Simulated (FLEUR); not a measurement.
Band structure of Pd (Fm-3m, 1 atom in the cell).

```yaml
crystal:
  lattice:
    - [0.00000, 1.99195, 1.99195]
    - [1.99195, 0.00000, 1.99195]
    - [1.99195, 1.99195, 0.00000]
  atoms:
    - { symbol: Pd, position: [0.00000, 0.00000, 0.00000], spin: 1.0 }
```
(The spins are starting values, not results.)

Level of theory: PBE, all-electron FLAPW (FLEUR), scalar-relativistic valence run with FLEUR.

Settings: Kmax = 4 1/bohr; GmaxXC = 12 1/bohr; xcFunctional = pbe; jspins = 2; l_soc = F; mode = hist; fermiSmearingEnergy = 0.00999582 Htr; mesh (inpgen div1-3) = 10 10 10; inpgen gamma flag = true; Gmax = 12 1/bohr; numbands = 0; maxIterBroyd = 15; imix = Anderson; alpha = 0.05.

The starting cell comes from a database of computed structures (which also holds hypothetical and non-ambient phases and stackings), without a prior relaxation at this level. Its lattice was rescaled by a random factor within 2.5 % of one. Values depend on the basis (sphere radii, cutoffs, local orbitals), which need not be converged.

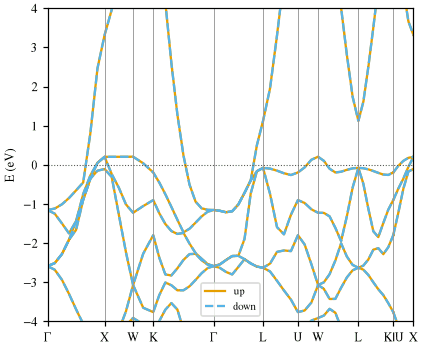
Figure. Bands along the path, energies from the Fermi level.

Levels in eV from the Fermi level, bands 5 to 12 of the first spin channel:
```csv
point,5,6,7,8,9,10,11,12
Γ,-2.59,-2.59,-2.59,-1.15,-1.15,16.95,21.29,21.29
X,-4.62,-0.11,0.21,0.21,3.32,10.14,12.77,12.77
W,-3.07,-3.07,-1.22,0.21,8.53,8.53,9.81,11.22
K,-3.76,-1.80,-0.90,-0.19,6.79,7.74,10.29,15.36
L,-2.63,-2.63,-0.08,-0.08,1.12,6.79,16.32,20.26
U,-3.76,-1.80,-0.90,-0.19,6.79,7.74,10.29,15.36
```
